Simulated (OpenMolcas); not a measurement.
# C₂F₆: single-point calculation (part 2 of 2)

The same run, continued: C₂F₆, multiplicity 3; PBE/6-31G*, UKS (OpenMolcas 26.06). The geometry is that of the parent species in another charge or spin state. The geometry comes from this level: PBE0-D4/def2-TZVP.

Geometry of the input (Å):
```
F  1.0656  -0.7673  1.1520
C  0.6626  -0.3973  -0.0549
F  1.5961  0.3613  -0.6109
F  0.4786  -1.4766  -0.8012
C  -0.6627  0.3973  0.0549
F  -0.4770  1.4797  0.7964
F  -1.0687  0.7622  -1.1525
F  -1.5945  -0.3593  0.6163
```

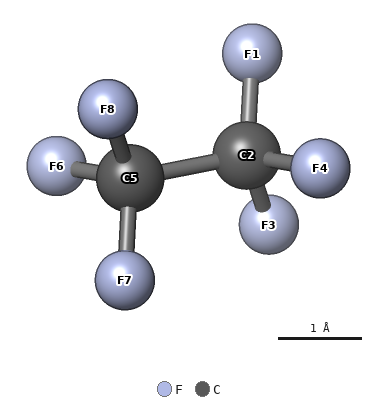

Fig. 1: The input geometry (ball-and-stick view, seen at a tilt; atoms are numbered from 1 in the order of the input).

Log, continued:
```
  16  -674.238115048 -1934.171434890   795.890908094   2.57E-03*   5.79E-01*   2.81E-03*    1.76E+00   2.64E+02   EDIIS        4.
  17  -674.240241977 -1934.170262549   795.887608824  -2.13E-03*   4.49E-01*   1.90E-03*    1.70E+00   2.64E+02   EDIIS        4.
  18  -674.241355212 -1934.167013609   795.883246648  -1.11E-03*   2.60E-01*   2.94E-03*    1.31E+00   2.64E+02   EDIIS        4.
  19  -674.241803665 -1934.166927343   795.882711929  -4.48E-04*   6.17E-02*   3.27E-03*    7.63E-01   2.64E+02   EDIIS        4.
  20  -674.241235351 -1934.165224737   795.881577637   5.68E-04*   2.32E-02*   1.97E-03*    1.61E-01   2.64E+02   c2DIIS       4.
  21  -674.242029099 -1934.166285967   795.881845119  -7.94E-04*   1.09E-01*   2.44E-03*    6.35E-02   2.64E+02   QNRc2DIIS    4.
  22  -674.241071863 -1934.168325275   795.884841663   9.57E-04*   8.16E-02*   6.95E-03*    1.44E-01   2.64E+02   QNRc2DIIS    4.
  23  -674.242153274 -1934.166029406   795.881464383  -1.08E-03*   3.49E-02*   6.08E-04*    1.11E-01   2.64E+02   QNRc2DIIS    4.
  24  -674.242072059 -1934.166287382   795.881803574   8.12E-05*   2.55E-02*   2.44E-03*    7.04E-02   2.64E+02   QNRc2DIIS    4.
  25  -674.242160610 -1934.166679355   795.882106997  -8.86E-05*   4.07E-03*   1.20E-04*    4.89E-02   2.64E+02   QNRc2DIIS    4.
  26  -674.242160949 -1934.167019337   795.882446640  -3.39E-07*   3.93E-03*   1.02E-04*    8.51E-03   2.64E+02   QNRc2DIIS    4.
  27  -674.242161510 -1934.166675716   795.882102458  -5.61E-07*   2.17E-02*   7.48E-05*    9.85E-03   2.64E+02   QNRc2DIIS    4.
  28  -674.242162054 -1934.165347960   795.880774158  -5.44E-07*   9.72E-03*   3.60E-04*    5.52E-02   2.64E+02   QNRc2DIIS    4.
  29  -674.242161789 -1934.165068367   795.880494829   2.65E-07*   6.48E-03*   2.05E-04*    2.46E-02   2.64E+02   QNRc2DIIS    4.
  30  -674.242162080 -1934.165613484   795.881039655  -2.91E-07*   2.16E-02*   3.17E-04*    1.63E-02   2.64E+02   QNRc2DIIS    4.
  31  -674.242163833 -1934.167041595   795.882466014  -1.75E-06*   3.45E-01*   3.07E-04*    5.50E-02   2.64E+02   QNRc2DIIS    4.
  32  -674.242165131 -1934.160970558   795.876393678  -1.30E-06*   1.43E-01*   6.01E-04*    8.78E-01   2.64E+02   QNRc2DIIS    4.
  33  -674.242174981 -1934.167672642   795.883085912  -9.85E-06*   1.93E-02*   6.59E-05*    3.66E-01   2.64E+02   QNRc2DIIS    4.
  34  -674.242174074 -1934.171307209   795.886721386   9.07E-07*   1.85E-02*   2.36E-04*    4.88E-02   2.64E+02   QNRc2DIIS    4.
  35  -674.242175599 -1934.165743141   795.881155794  -1.52E-06*   4.25E-02*   6.42E-05*    4.76E-02   2.64E+02   QNRc2DIIS    4.
  36  -674.242175515 -1934.166072567   795.881485303   8.39E-08*   1.06E-02*   9.38E-05*    1.09E-01   2.64E+02   QNRc2DIIS    4.
  37  -674.242175767 -1934.166787837   795.882200322  -2.52E-07*   7.61E-03*   2.02E-05*    2.71E-02   2.64E+02   QNRc2DIIS    4.
  38  -674.242175749 -1934.166302186   795.881714689   1.81E-08*   8.91E-04*   5.66E-05*    1.94E-02   2.64E+02   QNRc2DIIS    4.
  39  -674.242175778 -1934.166411679   795.881824152  -2.95E-08*   3.07E-04*   1.04E-05*    2.16E-03   2.64E+02   QNRc2DIIS    4.
  40  -674.242175780 -1934.166591837   795.882004309  -1.36E-09*   1.04E-04*   4.18E-07*    7.72E-04   2.64E+02   QNRc2DIIS    4.
  41  -674.242175780 -1934.166534458   795.881946930  -9.55E-12    1.32E-05*   2.94E-07*    2.66E-04   2.64E+02   QNRc2DIIS    4.
  42  -674.242175780 -1934.166559447   795.881971919  -6.82E-13    6.15E-06    1.66E-07*    3.34E-05   2.64E+02   QNRc2DIIS    4.
  43  -674.242175780 -1934.166563183   795.881975655  -1.82E-12    1.25E-06    5.23E-08     1.56E-05   2.64E+02   QNRc2DIIS    4.

       Convergence after  43 Iterations
--

 *****************************************************************************************************************************
 *                                             SCF/KS-DFT Program, Final results                                             *
 *                                                       Final Results                                                       *
 *****************************************************************************************************************************

::    Total KS-DFT energy                            -674.2421757795
      One-electron energy                           -1934.1665631832
      Two-electron energy                             795.8819756550
      Nuclear repulsion energy                        464.0424117486
      Kinetic energy (interpolated)                   672.2838553988
      Virial theorem                                    1.0029129368
      Total spin, S(S+1)                                2.0013735751
      Total spin, S                                     1.0004577885
      Max non-diagonal density matrix element           0.0000011576
      Max non-diagonal Fock matrix element              0.0000000331

      All orbitals with orbital energies smaller than  E(LUMO)+0.5 are printed

++    Molecular orbitals:
      -------------------

      Title: UKS-DFT orbitals (alpha)

      Molecular orbitals for symmetry species 1: a

          Orbital            1         2         3         4         5         6         7         8         9        10
          Energy          -24.3286  -24.3285  -24.3166  -24.3166  -24.3165  -24.3165  -10.1305  -10.1305   -1.2452   -1.2215
          Occ. No.          1.0000    1.0000    1.0000    1.0000    1.0000    1.0000    1.0000    1.0000    1.0000    1.0000

          Orbital           11        12        13        14        15        16        17        18        19        20
          Energy           -1.1526   -1.1492   -1.1421   -1.1388   -0.7271   -0.6232   -0.5782   -0.5653   -0.5648   -0.5348
          Occ. No.          1.0000    1.0000    1.0000    1.0000    1.0000    1.0000    1.0000    1.0000    1.0000    1.0000

          Orbital           21        22        23        24        25        26        27        28        29        30
          Energy           -0.5342   -0.4418   -0.4262   -0.4248   -0.4136   -0.4127   -0.3960   -0.3947   -0.3733   -0.3715
          Occ. No.          1.0000    1.0000    1.0000    1.0000    1.0000    1.0000    1.0000    1.0000    1.0000    1.0000

          Orbital           31        32        33        34        35        36        37        38        39        40
          Energy           -0.3598   -0.3533   -0.3377    0.0520    0.0585    0.1545    0.1624    0.1704    0.2133    0.2201
          Occ. No.          1.0000    1.0000    1.0000    1.0000    0.0000    0.0000    0.0000    0.0000    0.0000    0.0000

          Orbital           41        42        43        44        45        46
          Energy            0.4076    0.4217    0.4504    0.4536    0.5322    0.5328
          Occ. No.          0.0000    0.0000    0.0000    0.0000    0.0000    0.0000

--

      All orbitals with orbital energies smaller than  E(LUMO)+0.5 are printed

++    Molecular orbitals:
      -------------------

      Title: UKS-DFT orbitals (beta)

      Molecular orbitals for symmetry species 1: a

          Orbital            1         2         3         4         5         6         7         8         9        10
          Energy          -24.3251  -24.3251  -24.3096  -24.3096  -24.3095  -24.3095  -10.1212  -10.1212   -1.2316   -1.2101
          Occ. No.          1.0000    1.0000    1.0000    1.0000    1.0000    1.0000    1.0000    1.0000    1.0000    1.0000

          Orbital           11        12        13        14        15        16        17        18        19        20
          Energy           -1.1428   -1.1331   -1.1325   -1.1234   -0.6886   -0.6136   -0.5635   -0.5549   -0.5438   -0.5271
          Occ. No.          1.0000    1.0000    1.0000    1.0000    1.0000    1.0000    1.0000    1.0000    1.0000    1.0000

          Orbital           21        22        23        24        25        26        27        28        29        30
          Energy           -0.5177   -0.4251   -0.4138   -0.4129   -0.4017   -0.3996   -0.3888   -0.3837   -0.3641   -0.3585
          Occ. No.          1.0000    1.0000    1.0000    1.0000    1.0000    1.0000    1.0000    1.0000    1.0000    1.0000

          Orbital           31        32        33        34        35        36        37
          Energy           -0.3523   -0.3457   -0.3013    0.0773    0.1007    0.1646    0.1716
          Occ. No.          1.0000    1.0000    0.0000    0.0000    0.0000    0.0000    0.0000

--

++    Molecular charges:
      ------------------

      Mulliken charges per centre and basis function type
      ---------------------------------------------------

                            F1                      C2                      F3                      F4                      C5                      F6
                     alpha        beta       alpha        beta       alpha        beta       alpha        beta       alpha        beta       alpha        beta
      1s           1.9753      1.9829      1.4193      1.3585      1.9829      1.9847      1.9752      1.9829      1.4193      1.3585      1.9753      1.9829
      2px          0.9373      0.8380      0.4512      0.3520      0.8445      0.7719      0.9482      0.8667      0.4512      0.3520      0.9481      0.8668
      2pz          0.7969      0.7809      0.6271      0.3226      0.9249      0.9127      0.8820      0.8791      0.6273      0.3226      0.8827      0.8800
      2py          0.9524      0.8956      0.4054      0.3314      0.8857      0.8721      0.8563      0.7689      0.4053      0.3315      0.8556      0.7679
      3d2+         0.0005      0.0004      0.0171      0.0117      0.0020      0.0022      0.0023      0.0017      0.0171      0.0117      0.0023      0.0017
      3d1+         0.0023      0.0023      0.0205      0.0141      0.0028      0.0018      0.0009      0.0010      0.0206      0.0141      0.0009      0.0010
      3d0          0.0031      0.0031      0.0198      0.0159      0.0017      0.0012      0.0018      0.0014      0.0198      0.0159      0.0018      0.0014
      3d1-         0.0026      0.0021      0.0308      0.0197      0.0013      0.0014      0.0028      0.0028      0.0306      0.0197      0.0028      0.0028
      3d2-         0.0012      0.0006      0.0176      0.0115      0.0025      0.0023      0.0019      0.0017      0.0176      0.0115      0.0019      0.0017
      Total        4.6715      4.5060      3.0088      2.4375      4.6483      4.5503      4.6715      4.5062      3.0088      2.4375      4.6714      4.5063
      Total              9.1776                  5.4462                  9.1986                  9.1776                  5.4462                  9.1777

      Charge           -0.1776                  0.5538                 -0.1986                 -0.1776                  0.5538                 -0.1777

                            F7                      F8
                     alpha        beta       alpha        beta
      1s           1.9752      1.9829      1.9829      1.9847
      2px          0.9372      0.8373      0.8449      0.7724
      2pz          0.7970      0.7808      0.9240      0.9119
      2py          0.9525      0.8963      0.8862      0.8723
      3d2+         0.0005      0.0004      0.0020      0.0022
      3d1+         0.0023      0.0024      0.0028      0.0019
      3d0          0.0031      0.0031      0.0017      0.0012
      3d1-         0.0025      0.0021      0.0013      0.0014
      3d2-         0.0012      0.0006      0.0025      0.0023
      Total        4.6716      4.5059      4.6482      4.5503
      Total              9.1775                  9.1986

      Charge           -0.1775                 -0.1986

      Total electronic charge=   66.000000

      Total            charge=   -0.000000
--

++    Molecular orbitals:
      -------------------

      Title: Natural orbitals

      Molecular orbitals for symmetry species 1: a

          Orbital            1         2         3         4         5         6         7         8         9        10
          Energy          -24.3214  -24.3193  -24.3030  -24.3034  -24.3010  -24.3017  -10.0909  -10.0624   -1.1055   -1.1361
          Occ. No.          2.0000    2.0000    2.0000    2.0000    2.0000    2.0000    2.0000    2.0000    2.0000    2.0000

          Orbital           11        12        13        14        15        16        17        18        19        20
          Energy           -0.3856   -0.3895   -0.4303   -0.4987   -0.5482   -0.8455   -0.7186   -0.9086   -0.9540   -0.5695
          Occ. No.          2.0000    2.0000    2.0000    2.0000    2.0000    2.0000    2.0000    2.0000    2.0000    2.0000

          Orbital           21        22        23        24        25        26        27        28        29        30
          Energy           -0.7428   -0.4225   -0.6588   -0.5043   -0.5636   -0.6306   -0.5095   -0.6420   -0.5792   -0.5235
          Occ. No.          2.0000    2.0000    2.0000    2.0000    2.0000    2.0000    2.0000    1.9999    1.9999    1.9999

          Orbital           31        32        33        34        35        36        37        38        39        40
          Energy           -0.7150   -0.5579   -0.3201    0.0764    0.3861    0.9328    0.4890    0.5641    1.5260    1.4310
          Occ. No.          1.9999    1.9999    1.0000    1.0000    0.0001    0.0001    0.0001    0.0001    0.0001    0.0000

          Orbital           41        42        43        44        45        46        47        48        49        50
          Energy            0.7052    0.7084    0.5993    0.7899    1.0319    1.2369    1.3422    1.4143    1.6059    1.2478
          Occ. No.          0.0000    0.0000    0.0000    0.0000    0.0000    0.0000    0.0000    0.0000    0.0000    0.0000

          Orbital           51        52        53        54        55        56        57        58        59        60
          Energy            1.4528    1.4395    1.5651    1.3994    1.3523    1.5635    1.7793    1.7226    1.4827    1.4676
          Occ. No.          0.0000    0.0000    0.0000    0.0000    0.0000    0.0000    0.0000    0.0000    0.0000    0.0000

          Orbital           61        62        63        64        65        66        67        68        69        70
          Energy            2.1748    2.0998    1.7739    2.1201    2.2057    1.9252    1.0792    1.0641    1.1036    0.8189
          Occ. No.          0.0000    0.0000    0.0000    0.0000    0.0000    0.0000    0.0000    0.0000    0.0000    0.0000

          Orbital           71        72        73        74        75        76        77        78        79        80
          Energy            1.2366    1.1331    1.0437    1.5903    1.6054    1.7158    1.0496    1.6196    1.3663    1.9750
          Occ. No.          0.0000    0.0000    0.0000    0.0000    0.0000    0.0000    0.0000    0.0000    0.0000    0.0000

          Orbital           81        82        83        84        85        86        87        88        89        90
          Energy            1.5444    2.5743    1.7121    2.5916    1.5756    2.5090    2.2389    0.9602    2.1804    2.6057
          Occ. No.          0.0000    0.0000    0.0000    0.0000    0.0000    0.0000    0.0000    0.0000    0.0000    0.0000

          Orbital           91        92        93        94        95        96        97        98        99       100
          Energy            2.7973    1.6205    2.2229    2.5909    1.6750    1.4874    1.9404    1.9687    1.3385    1.9351
          Occ. No.          0.0000    0.0000    0.0000    0.0000    0.0000    0.0000    0.0000    0.0000    0.0000    0.0000

          Orbital          101
          Energy            1.9328
          Occ. No.          0.0000

--

++    Molecular properties:
      ---------------------

      Charge (e):
                      =   -0.0000
      Dipole Moment (debye):
      Origin of the operator (angstrom)=    0.0000    0.0000    0.0000
                   X= -2.9047E-04               Y= -3.6497E-04               Z= -7.8083E-04           Total=  9.0955E-04
      Quadrupole Moment (debye*angstrom):
      Origin of the operator (angstrom)=    0.0000    0.0000    0.0000
                  XX= -3.8641E+01              XY= -5.0808E-01              XZ= -3.4029E-01              YY= -3.9451E+01
                  YZ= -1.8604E-01              ZZ= -4.0214E+01
      In traceless form (debye*angstrom)
                  XX=  1.1913E+00              XY= -7.6211E-01              XZ= -5.1043E-01              YY= -2.3103E-02
                  YZ= -2.7906E-01              ZZ= -1.1682E+00
--

--- Stop Module: scf /rc=_RC_ALL_IS_WELL_ ---
--- Module scf spent 2 minutes 54 seconds ---

.##################.
.# Happy landing! #.
.##################.

    Timing: Wall=182.15 User=163.55 System=18.52
```

Results in brief:

- outcome: converged
- total energy: −674.242176 hartree
- basis functions: 112
- ⟨S²⟩: 2.001
- dipole moment: 0.00 debye
- wall time: 3 min
- peak memory: 0.67 GiB
